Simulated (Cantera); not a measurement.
Input: 1 mol TiO₂, 0.35 mol HCl, equilibrated at 15.0 mbar.

Equilibrium computed with Cantera from the NASA thermochemical tables; the gas is ideal and each condensed phase is pure. Candidate condensed phases: H₂O, Ti, TiCl₂, TiCl₃, TiCl₄, TiO, TiO₂, Ti₂O₃, Ti₃O₅, Ti₄O₇; 23 gas species. Condensed phases not in the tables: TiOCl. Kinetics and transport are ignored.

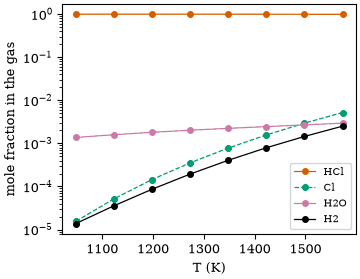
Equilibrium gas composition (values under 1e-9 drawn at 1e-9)

Task: Read off the mole fractions at 1423 K.

Result: HCl about 0.99, H₂O about 0.0025, Cl about 0.0016, H₂ about 0.00079.
